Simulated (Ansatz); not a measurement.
C3H2O2: several calculations on one system

**1. Relaxation**

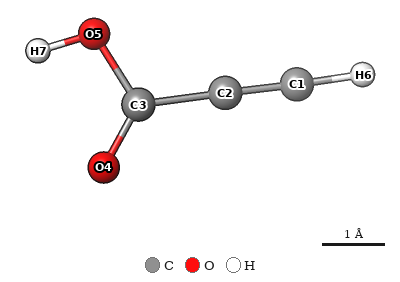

Starting structure of C₃H₂O₂. A ball-and-stick model, seen face on.

The run prepares an end point of a later path (torsion) calculation, from a guessed geometry.

Computed with Ansatz 0.2.0, RKS r2SCAN-D4/def2-SVP.

The input:
```yaml
crystal:
  periodic: [false, false, false]
  atoms:
    - { symbol: C, position_ang: [-0.6272, 0.2477, 1.7896] }
    - { symbol: C, position_ang: [-0.3274, 0.0121, 0.662] }
    - { symbol: C, position_ang: [0.0638, -0.3161, -0.6837] }
    - { symbol: O, position_ang: [-0.2355, -1.2801, -1.2845] }
    - { symbol: O, position_ang: [0.9883, 0.5364, -1.2128] }
    - { symbol: H, position_ang: [-0.9885, 0.5536, 2.7647] }
    - { symbol: H, position_ang: [1.1877, 0.1784, -2.081] }
basis:
  gaussian: { orbitals: def2-SVP }
hamiltonian:
  xc: r2scan
  dispersion: d4
relax:
  f_tol: 0.015
  max_steps: 40
```

Command:
```bash
ansatz run input.yaml --threads 2 --pin off --max-ram 3072MiB --backend cpu --events-out ev --progress --plain --runs-dir out
```

**Where does the relaxation end?**

After 7 accepted moves (8 points after the start) the energy has fallen by 0.179 eV. Largest force component: 2.8 eV/Å at the start, 0.0061 eV/Å at the end. The line search rejected the trial step at point 1 of the run. O4 moves most after the best rigid fit: 0.071 Å. Largest moves by element: O 0.071 Å, C 0.055 Å, H 0.044 Å. Some distances before and after: C3–O4 1.175 → 1.208 Å, C1–C2 1.190 → 1.214 Å, C3–O5 1.364 → 1.345 Å, O5–H7 0.960 → 0.974 Å. Bond angles that change, for instance: C2–C1–H6 172.7° → 179.8°, O4–C3–O5 119.1° → 124.0°, C2–C3–O4 126.6° → 124.2°. The run took 9.4 s on 2 threads of Intel(R) Xeon(R) 6975P-C (Granite Rapids), on a shared host, peak memory 0.17 GiB.

Final geometry:

```xyz
7

C    -0.6633    0.2890    1.7827
C    -0.2846    0.0386    0.6562
C     0.1128   -0.3370   -0.6863
O    -0.2930   -1.3163   -1.2652
O     0.9894    0.5379   -1.2104
H    -0.9965    0.5133    2.7802
H     1.1964    0.2066   -2.1029
```

The end point in the same view:

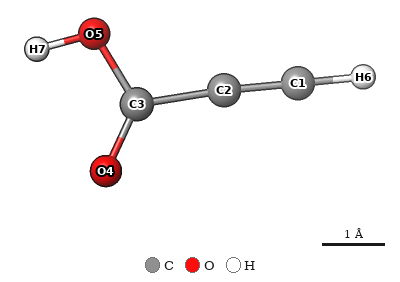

**2. Relaxation**

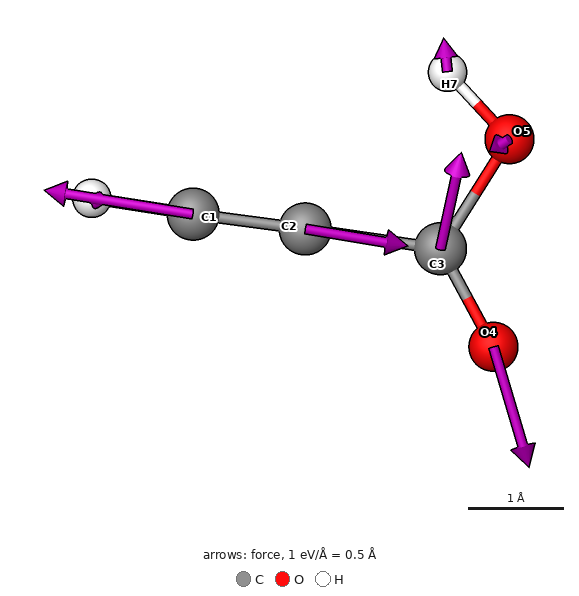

Starting geometry of C₃H₂O₂ with the computed forces as purple arrows. The picture is a ball-and-stick view, seen face on.

The run prepares an end point of a later path (torsion) calculation, from a guessed geometry.

Computed with RKS r2SCAN-D4/def2-SVP (Ansatz). (no spin polarisation; force threshold 0.015 eV/Å; at most 40 steps)

What follows when this structure is relaxed?

Answer. It isn't relaxed: the largest force vector, on a C atom, is 3.22 eV/Å. The final displacements follow the starting forces only in part (cosine between the two patterns 0.36). The largest move after the best rigid fit is that of an H atom, 0.091 Å. By element the largest moves are H 0.091 Å, C 0.060 Å, O 0.051 Å. Some distances before and after: C–O 1.175 → 1.201 Å, C–C 1.190 → 1.216 Å, C–C 1.439 → 1.458 Å, C–O 1.364 → 1.349 Å. Among the angles between lasting bonds that change: C–C–H 172.7° → 179.2°, C–O–H 105.0° → 109.5°, O–C–O 119.1° → 121.9°. The energy falls by 14.2 kJ/mol in 6 accepted moves (7 points after the start). Largest force component: 2.9 eV/Å at the start, 0.0044 eV/Å at the end. The line search rejected the trial step at point 1 of the run.

**3. Path**

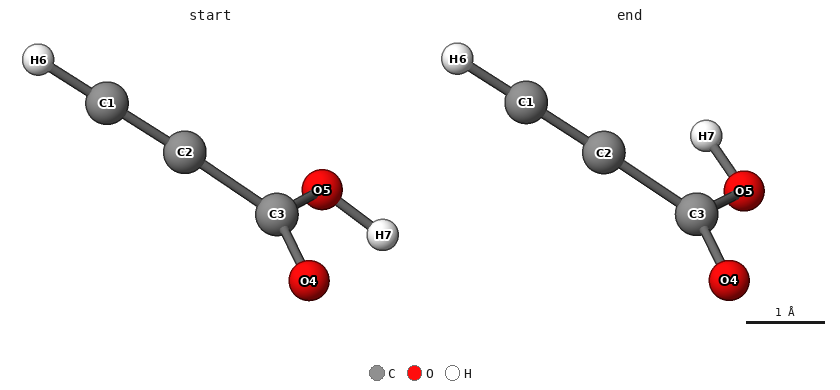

The two relaxed end points of a path for C3H2O2. Style: ball-and-stick. Shown from a free direction.

These are results of RKS r2SCAN-D4/def2-SVP (Ansatz 0.2.0), not measurements.

Input file:
```yaml
crystal:
  periodic: [false, false, false]
  atoms:
    - { symbol: C, position_ang: [-0.663209, 0.288732, 1.782726] }
    - { symbol: C, position_ang: [-0.2848, 0.038625, 0.656123] }
    - { symbol: C, position_ang: [0.112152, -0.336473, -0.686688] }
    - { symbol: O, position_ang: [-0.296215, -1.313869, -1.266902] }
    - { symbol: O, position_ang: [0.991534, 0.536503, -1.209261] }
    - { symbol: H, position_ang: [-0.99621, 0.512809, 2.780409] }
    - { symbol: H, position_ang: [1.197948, 0.205673, -2.102108] }
basis:
  gaussian: { orbitals: def2-SVP }
hamiltonian:
  xc: r2scan
  dispersion: d4
neb:
  order_check: false
  images: 9
  f_tol: 0.03
  max_iterations: 60
  initial_path: idpp
  final_atoms:
    - { symbol: C, position_ang: [-0.53028558, 0.34826147, 1.59981667] }
    - { symbol: C, position_ang: [-0.26738922, -0.05704892, 0.48402876] }
    - { symbol: C, position_ang: [0.02154224, -0.57570678, -0.84761778] }
    - { symbol: O, position_ang: [-0.46832243, -1.57575402, -1.29651944] }
    - { symbol: O, position_ang: [0.89902333, 0.16746551, -1.55302049] }
    - { symbol: H, position_ang: [-0.77172758, 0.69564796, 2.58884971] }
    - { symbol: H, position_ang: [1.17835924, 0.92913478, -1.02123843] }
```

Launched with:
```bash
ansatz run input.yaml --threads 2 --pin off --max-ram 3072MiB --backend cpu --events-out ev --progress --plain --runs-dir out
```

### What barrier does the band find between them, and by what path?

The energy climbs by 0.55 eV to image 5 and then falls by 0.41 eV, so the end point sits at +0.14 eV. The motion is a rotation about the C3–O5 bond by about 180°, with a turn of about 185° about C1–C2. No bond forms or breaks between the ends. Among the angles between lasting bonds that change up to the highest image: C3–O5–H7 105.9° → 110.5°, C1–C2–C3 176.3° → 178.5°. The band is converged. At the top, the vibrational analysis gives one imaginary mode (606i cm⁻¹), as a transition state must have.

Energies of the converged images:

```json
{"image": "0", "path (Å)": "0.00", "E (eV)": "0.000"}
{"image": "1", "path (Å)": "0.24", "E (eV)": "0.027"}
{"image": "2", "path (Å)": "0.48", "E (eV)": "0.125"}
{"image": "3", "path (Å)": "0.71", "E (eV)": "0.302"}
{"image": "4", "path (Å)": "0.95", "E (eV)": "0.480"}
{"image": "5", "path (Å)": "1.19", "E (eV)": "0.553"}
{"image": "6", "path (Å)": "1.39", "E (eV)": "0.502"}
{"image": "7", "path (Å)": "1.60", "E (eV)": "0.382"}
{"image": "8", "path (Å)": "1.80", "E (eV)": "0.253"}
{"image": "9", "path (Å)": "2.01", "E (eV)": "0.167"}
{"image": "10", "path (Å)": "2.21", "E (eV)": "0.144"}
```

The geometry at the top of the path:

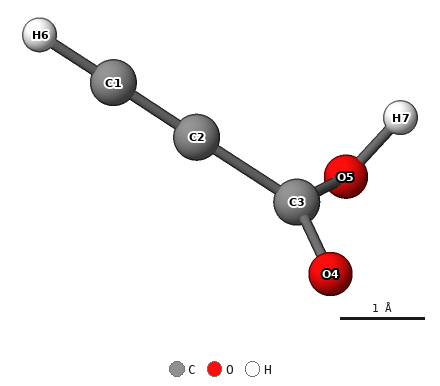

The run took 95 s on 2 threads of Intel(R) Xeon(R) 6975P-C (Granite Rapids), on a shared host, peak memory 0.16 GiB.
